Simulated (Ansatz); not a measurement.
# AlSiNH6O (SMILES O[SiH2][NH][AlH2]): wB97X/6-31G(d) (spherical functions)

What is the energy change on altering one bond length of AlSiNH6O at wB97X/6-31G* (spherical functions)? 

The calculation is run with Ansatz 0.2.0.

130 further runs of the same task are left out: 130 set aside as unsound or not needed. Runs told in other sessions of the task aren't counted.

## Step 1: The system as given

The species is AlSiNH6O (10 atoms), meant as a singlet with charge 0. As SMILES, `O[SiH2][NH][AlH2]`. The coordinates come from a PBE0-D4/def2-TZVP relaxation. This is one conformer, not always the lowest.

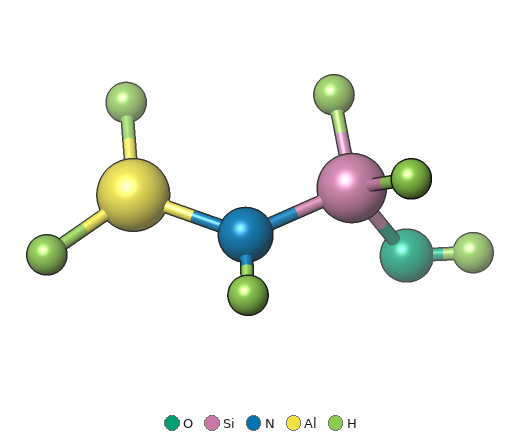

Viewed from a chosen angle; oxygen teal, silicon pink, nitrogen blue, aluminium yellow, hydrogen green.

## Step 2: A single-point energy at wB97X/6-31G(d) (spherical functions)

Contents of job.yaml:

```yaml
crystal:
  periodic: [false, false, false]
  atoms:
    - {symbol: O, position_ang: [-1.817400, -0.693800, -1.056500]}
    - {symbol: Si, position_ang: [-0.576600, 0.373900, -0.851600]}
    - {symbol: N, position_ang: [0.693300, -0.382300, 0.009600]}
    - {symbol: Al, position_ang: [1.233300, -0.094800, 1.686300]}
    - {symbol: H, position_ang: [-2.399800, -0.547900, -1.803100]}
    - {symbol: H, position_ang: [-1.000200, 1.543800, -0.039500]}
    - {symbol: H, position_ang: [-0.142800, 0.831300, -2.203200]}
    - {symbol: H, position_ang: [1.159400, -1.127800, -0.493000]}
    - {symbol: H, position_ang: [0.508400, 1.030600, 2.525200]}
    - {symbol: H, position_ang: [2.425400, -0.984200, 2.228700]}
basis:
  gaussian:
    orbitals: 6-31G_st_-spherical.json
total_charge: 0
hamiltonian:
  xc: {name: wB97X}
accuracy: high
output: {orbitals: {seedname: orbitals}}
```

The basis set 6-31G* is read from a file made from the Basis Set Exchange's data (not shown).

The run is started by

```
$ ansatz run job.yaml --threads 1 --pin off --max-ram 3480MiB --events-out events.jsonl --progress --plain --runs-dir runs
```

Output:

```text
Warning: RAYON_NUM_THREADS=1 ignored (pool sized by the plan → 1); use --threads N
Functional definition: wB97X
  name "wB97X"
  parameter omega = 0.3/bohr
  parameter cx = 0.157706
  parameter cx1 = 0.726479
  parameter cx2 = 1.04760
  parameter cx3 = -5.70635
  parameter cx4 = 13.2794
  parameter css1 = -4.33879
  parameter css2 = 18.2308
  parameter css3 = -31.7430
  parameter css4 = 17.2901
  parameter cos1 = 2.37031
  parameter cos2 = -11.3995
  parameter cos3 = 6.58405
  parameter cos4 = -3.78132
  exchange = spin_sum(e_x_unif_sr(omega)*poly(b97_u_x, 1 - cx, cx1, cx2, cx3, cx4)) + cx*exact_x_sr(omega)
      + exact_x_lr(omega)
  correlation = spin_sum(e_c_pw_same_spin*poly(b97_u_same, 1, css1, css2, css3, css4))
      + integral(e_c_pw_opposite_spin*poly(b97_u_opposite, 1, cos1, cos2, cos3, cos4))
1750 factors; integrals over basis functions are off by at most 4.4e-9 eV
415 factors; integrals over basis functions are off by at most 2.6e-9 eV
mean field evaluation 1: about -18101.8332 eV, gradient 6.2e1 eV
mean field evaluation 2: about -18100.9395 eV, gradient 6.5e1 eV
mean field evaluation 4: about -18109.0389 eV, gradient 5.2e-1 eV
mean field evaluation 8: about -18109.1785 eV, gradient 1.4e-1 eV
mean field evaluation 16: about -18109.1785 eV, gradient 4.9e-5 eV
mean field -18109.17850616 eV, -665.5000352595 hartree, gradient 4.0e-8 eV, S^2 0.000000; 0 other end points of the search recorded, 0 dependent functions left out
reference -18109.17850199 eV, -665.5000351059 hartree; 24, 24 occupied and 52, 52 virtual orbitals, 1750 factors
Total energy: -18109.17850199 eV, -665.5000351059 hartree
```

Wall time 27 s (1 thread of Arm Neoverse V2, shared host); peak memory 0.51 GiB.

## Step 3: The distorted shape

Contents of run.yaml:

```yaml
crystal:
  periodic: [false, false, false]
  atoms:
    - symbol: O
      position_ang: [-1.957252, -0.470114, -0.905696]
    - symbol: Si
      position_ang: [-0.716452, 0.597586, -0.700796]
    - symbol: N
      position_ang: [0.553448, -0.158614, 0.160404]
    - symbol: Al
      position_ang: [1.093448, 0.128886, 1.837104]
    - symbol: H
      position_ang: [-2.539652, -0.324214, -1.652296]
    - symbol: H
      position_ang: [-1.140052, 1.767486, 0.111304]
    - symbol: H
      position_ang: [-0.282652, 1.054986, -2.052396]
    - symbol: H
      position_ang: [1.159400, -1.127800, -0.493000]
    - symbol: H
      position_ang: [0.368548, 1.254286, 2.676004]
    - symbol: H
      position_ang: [2.285548, -0.760514, 2.379504]
basis:
  gaussian: {orbitals: 6-31G_st_-spherical.json}
hamiltonian: {xc: {name: wB97X}}
accuracy: high
output: {orbitals: {seedname: orbitals}}
```

The basis set 6-31G* is read from a file made from the Basis Set Exchange's data (not shown).

The run is started by

```
$ ansatz run run.yaml --threads 1 --pin off --max-ram 3480MiB --events-out events.jsonl --progress --plain --runs-dir runs
```

Output, cut to the lines that bear on the results:

```text
Warning: RAYON_NUM_THREADS=1 ignored (pool sized by the plan → 1); use --threads N
[... 2 set-up lines as earlier in the session ...]
[...]
      + exact_x_lr(omega)
[...]
      + integral(e_c_pw_opposite_spin*poly(b97_u_opposite, 1, cos1, cos2, cos3, cos4))
1753 factors; integrals over basis functions are off by at most 5.2e-9 eV
420 factors; integrals over basis functions are off by at most 2.4e-9 eV
[...]
mean field -18108.02444899 eV, -665.4576244407 hartree, gradient 2.3e-8 eV, S^2 0.000000; 0 other end points of the search recorded, 0 dependent functions left out
reference -18108.02444484 eV, -665.4576242882 hartree; 24, 24 occupied and 52, 52 virtual orbitals, 1753 factors
Total energy: -18108.02444484 eV, -665.4576242882 hartree
```

It took 27 s on 1 thread of Arm Neoverse V2, shared host; peak memory 0.51 GiB.

## Step 4: Results

Level: wB97X/6-31G* (spherical functions).

| quantity | value |
| --- | --- |
| first shape: total energy | -665.50004 Eh |
| first shape: HOMO energy | -10.18 eV |
| first shape: LUMO energy | 1.15 eV |
| first shape: HOMO–LUMO gap | 11.33 eV |
| distorted shape: total energy | -665.45762 Eh |
| distorted shape: HOMO energy | -10.10 eV |
| distorted shape: LUMO energy | 1.18 eV |
| distorted shape: HOMO–LUMO gap | 11.28 eV |
| energy change with the N3–H8 bond stretched from 1.013 to 1.317 Å | 1.154 eV |

With the N3–H8 bond stretched from 1.013 to 1.317 Å the energy rises by 1.15 eV (111 kJ/mol). The first shape isn't relaxed at this level, so the change isn't measured from a minimum.
